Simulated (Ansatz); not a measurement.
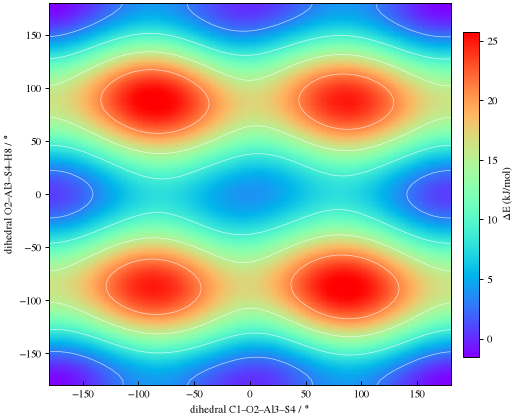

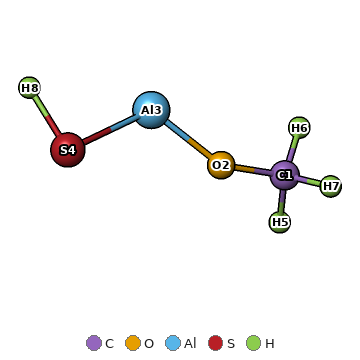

Energy landscape of CH₄AlOS, SMILES C[O][Al][SH], spin multiplicity 2. 
- The first coordinate is: dihedral C1–O2–Al3–S4; the second: dihedral O2–Al3–S4–H8.
- Nothing is relaxed (all other coordinates rigid).
- The grid has 18 × 18 points.
- Points are written as (first, second).
- Energies: kJ/mol, counted from the relaxed molecule at the same level.
- The calculation used UKS PBE0-D4/def2-SVP in Ansatz 0.2.0.

Drawn: a smooth colour map with a few white contour lines. Between grid points the surface is interpolated. The second picture is the structure at the lowest point.

**Summarise what can be read from the map.**

The lowest grid point is at (−180°, −180°), −1.5 kJ/mol from the relaxed molecule at the same level. Higher local minima lie near (0°, −180°) (1.5 kJ/mol above the lowest at that grid point); (−180°, 0°) (2.1 kJ/mol above the lowest at that grid point); (0°, 0°) (5.4 kJ/mol above the lowest at that grid point). The highest grid point, (−80°, 80°), lies 27.3 kJ/mol above the lowest. On the interpolated surface the easiest way out of the lowest well to the well at (0°, −180°) passes a barrier of about 5.7 kJ/mol. Round the minimum the two coordinates are weakly coupled (coupling −0.12 in units of the two stiffnesses).

Time for the 324 points that were run: 33 min on 1 thread of Arm Neoverse V1, with other jobs on the host.
